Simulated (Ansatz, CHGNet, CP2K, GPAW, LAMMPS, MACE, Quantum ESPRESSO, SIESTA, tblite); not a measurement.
# Running Zn40S29Se11 with crystalline order left by the classical run (80 atoms) with GPAW, part 2 of 2

Aim: run Zn40S29Se11 with crystalline order left by the classical run (80 atoms) in GPAW and see how near its forces come to a plane-wave reference, and at what cost.

Program: GPAW 26.7.0; the method stands at each step. Banners, paths, timers and routine set-up lines are dropped from the logs unmarked, and long logs keep their key lines alone; longer cuts are marked.

So far. Step 3 (PBE, plane waves 550 eV): The run ends at a pressure of 1.07 GPa, with forces up to 2.3 eV/Å. Step 4 (RPBE, LCAO dzp, h 0.2 Å): Against the first run (7.7 %), the force difference from the reference is 15 %, at 1.0 times the CPU time; the model has changed, so this is no error of the program alone.

**5. PBE, LCAO dzp, h 0.16 Å**

Method: Kohn-Sham DFT, PBE, PAW, atomic orbitals (dzp).

Input file run.py:

```python
import numpy as np
from ase.io import read
from gpaw import GPAW, FermiDirac

atoms = read("structure.xyz")
atoms.calc = GPAW(
    mode="lcao",
    basis="dzp",
    h=0.16,
    xc="PBE",
    kpts={"size": (1, 1, 1), "gamma": True},
    occupations=FermiDirac(0.05),
    maxiter=200,
    symmetry={"point_group": False},
    txt="gpaw.txt",
)
energy = atoms.get_potential_energy(force_consistent=True)
forces = atoms.get_forces()
print(f"energy {energy:.6f} eV")
print("forces (eV/A)")
for i, (a, f) in enumerate(zip(atoms, forces)):
    print(f"{i:4d} {a.symbol:2s} {f[0]:10.5f} {f[1]:10.5f} {f[2]:10.5f}")
print(f"Fermi level {atoms.calc.get_fermi_level():.4f} eV")
for k in range(len(atoms.calc.get_ibz_k_points())):
    for s in range(atoms.calc.get_number_of_spins()):
        e = atoms.calc.get_eigenvalues(kpt=k, spin=s)
        n = np.searchsorted(e, atoms.calc.get_fermi_level())
        print(f"k {k} spin {s} levels about the Fermi level:", np.round(e[max(n - 6, 0):n], 4).tolist(), "|", np.round(e[n:n + 6], 4).tolist())
```

Input file structure.xyz:

```xyz
80
Lattice="11.84320 0.00000 0.00000 0.00000 11.84320 0.00000 0.00000 0.00000 11.84320" Properties=species:S:1:pos:R:3 pbc="T T T"
[... 80 atom lines left out: the same atoms as in the first run ...]
```

Run with:

```console
OMP_NUM_THREADS=1 python run.py > output.txt
```

The program printed:

```text
energy -236.308508 eV
forces (eV/A)
   0 Zn    0.24466    0.42500   -0.46044
   1 Zn    0.13973   -0.39440    0.13314
   2 Zn    0.63318    0.76584    0.47044
   3 Zn    1.51460    0.22947   -0.07892
   4 Zn   -0.00909   -0.30605   -0.18102
   5 Zn   -0.27928    0.30563   -0.26616
   6 Zn   -0.38493   -0.74942    0.07476
   7 Zn   -0.05967   -0.03550   -0.00718
   8 Zn    0.19474   -0.44349   -0.38138
   9 Zn    0.44525    0.06339    0.17401
  10 Zn   -0.18908    0.30334    0.36683
  11 Zn    0.12507   -0.39032   -0.06371
[...]
75 Se    0.04402    0.32391    0.20471
  76 Se   -0.17713    1.00061    0.12359
  77 Se   -0.53127    0.08690    0.07986
  78 Se    0.21875   -0.00407   -0.09748
  79 Se   -0.29521    0.24737    0.06759
Fermi level 5.0778 eV
k 0 spin 0 levels about the Fermi level: [3.6928, 3.7253, 4.1414, 4.2797, 4.622, 4.9638] | [5.1917, 5.77, 5.8946, 6.3955, 6.6768, 6.7174]
```

gpaw.txt:

```text
Input parameters:
  mode=LCAO(),
  basis={'default': 'dzp'},
  h=0.16,
  kpts=MonkhorstPack(size=(1, 1, 1), gamma=True),
  maxiter=200,
  occupations=Occupations(name='fermi-dirac', width=0.05, fixmagmom=False),
  symmetry=Symmetry(point_group=False),
  xc=XC(name='PBE')
[... lines left out ...]
  Fermi-Dirac:
[... lines left out ...]
convergence criteria:
- Maximum [total energy] change in last 3 cyles: 0.0005 eV / valence electron
[... lines left out ...]
Converged in 12 steps
[... lines left out ...]
  Free energy:    -236.308508
[... lines left out ...]
Fermi level: 5.078
[... lines left out ...]
|          0 |       -10.745 |     2.000 |
|        ... |               |           |
|        352 |         3.188 |     2.000 |
|        353 |         3.363 |     2.000 |
[...]
|        367 |         7.041 |     0.000 |
|        ... |               |           |
|        435 |        10.232 |     0.000 |
Gap: 0.228 eV
Transition (v -> c):
  (s=0, k=0, n=359, [0.00, 0.00, 0.00]) -> (s=0, k=0, n=360, [0.00, 0.00, 0.00])
No difference between direct/indirect transitions
Force computation time: 73.093  # s
timing:  # [seconds]
  Total:  425.553  # ━━━━━━━━━━━━━━━━━━━━━━━━━━━━━━━━━━━━━━━━━━━━━━━━━━━━━━━━
  Init:    15.972  # ━━
  SCF:    336.457  # ━━━━━━━━━━━━━━━━━━━━━━━━━━━━━━━━━━━━━━━━━━━━╸
  Forces:  73.093  # ━━━━━━━━━╸
```

The job ended after 7.1 min (1 thread of Arm Neoverse V2, shared host; peak memory 3.8 GiB).

Numbers from this run, and their distance from the reference:

- r.m.s. force component: 0.4308 eV/Å
- r.m.s. difference of force components: 31.84 meV/Å
- longest difference of force vectors: 254.3 meV/Å
- force difference over r.m.s. force: 7.568 %
- slope of forces against the reference's: 1.021
- correlation of force components: 0.9975
- gap (highest filled to lowest empty level): 0.2279 eV
- gap difference: -0.0015 eV
- energy less the same-level run's: -18.12 meV/atom
- r.m.s. force difference from the same-level run: 17.66 meV/Å

Against the first run (7.7 %), the force difference from the reference is 7.6 %, at 1.8 times the CPU time.

**6. The ladder**

Differences are against the plane-wave reference, forces as r.m.s. over components; share is that over the reference's r.m.s. force, slope the least-squares factor from reference forces to these. Total energies of different programs have different zeros and aren't compared.

| run | Δ force, r.m.s. (meV/Å) | share (%) | slope | Δ pressure (GPa) | Δ gap (eV) | cores | CPU time | memory (GiB) |
| --- | --- | --- | --- | --- | --- | --- | --- | --- |
| reference | - | - | - | - | - | 8 | 2.2 min | 2.5 |
| GPAW PBE, LCAO dzp, h 0.2 Å | 32.4 | 7.70 | 1.021 | - | -0.0016 | 1 | 4 min | 2.0 |
| GPAW PBE, plane waves 550 eV | 6.74 | 1.60 | 1.008 | -0.0559 | 0.0013 | 4 | 16 min | 3.2 |
| GPAW RPBE, LCAO dzp, h 0.2 Å | 64.0 | 15.2 | 1.017 | - | -0.0256 | 1 | 4.2 min | 2.0 |
| GPAW PBE, LCAO dzp, h 0.16 Å | 31.8 | 7.57 | 1.021 | - | -0.0015 | 1 | 7.1 min | 3.8 |

CPU time is summed over cores on a shared host, where runs went side by side, so it is rough. Symmetry, cutoffs, thresholds, outputs and thread counts weren't matched or tuned between programs; memory under MPI is the largest rank's times the ranks.

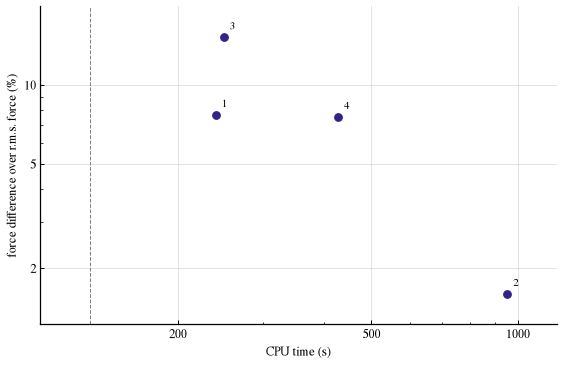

Force difference against CPU time; the dashed line marks the reference's time. Points: 1 GPAW PBE, LCAO dzp, h 0.2 Å; 2 GPAW PBE, plane waves 550 eV; 3 GPAW RPBE, LCAO dzp, h 0.2 Å; 4 GPAW PBE, LCAO dzp, h 0.16 Å.

Within one program, basis, potentials and functional, energies share a zero. Each run against its twin at the usual cutoff or grid and solver:

| run | twin | Δ energy (meV/atom) | Δ force, r.m.s. (meV/Å) | CPU time over the twin's |
| --- | --- | --- | --- | --- |
| GPAW PBE, LCAO dzp, h 0.16 Å | LCAO dzp, h 0.2 Å | -18.1 | 17.7 | 1.8 |

**7. Outcome**

```json
{"nearest in forces": "GPAW PBE, plane waves 550 eV, 1.6 %", "its CPU time": "16 min"}
```

In words: PBE on plane waves or a grid with other potentials, cutoffs or grids differs from the reference by 1.6 % (GPAW PBE, plane waves 550 eV) of the r.m.s. force; this holds the reference's own error, so differences of a few per cent don't tell which side is nearer the exact PBE result. The PBE runs in local orbitals differ by 7.6 % (GPAW PBE, LCAO dzp, h 0.16 Å) to 7.7 % (GPAW PBE, LCAO dzp, h 0.2 Å); basis, grid and potentials can all enter. Rows with another functional or a dispersion term differ by 15 % (GPAW RPBE, LCAO dzp, h 0.2 Å), which mixes the change of model with differences of basis and potentials. None of the electronic-structure runs in the table takes under half the reference's CPU time of 2.2 min; they take 1.8 to 7.2 times as much. PBE gaps agree with the reference's 0.229 eV within 0.002 eV. The potentials hold different valence shells: 830 electrons in the reference, 720 in GPAW; this bears on time and differences. The quench rate of 4 K/ps is many orders above laboratory rates, so the cell is likely richer in defects and strain than a real sample. The network of bonds at the start is that of the classical potential that made the cell, and needn't be the one that DFT or experiment would give. The electronic-structure runs sample only Γ, in a cell whose shortest periodic width is 12 Å.

[Also dropped from logs without a mark: logging warnings of Python, and SIESTA's first energy breakdown and zero terms.]

[Logs are printed without paths, hosts, clocks, repeated set-up lines and the standing remarks that a program may print on its own settings, such as how far it seeks lower states.]

[Hosts, paths, dates, database ids (printed as entryN), source tags and the programs' standing remarks are cut or masked in the printed files.]
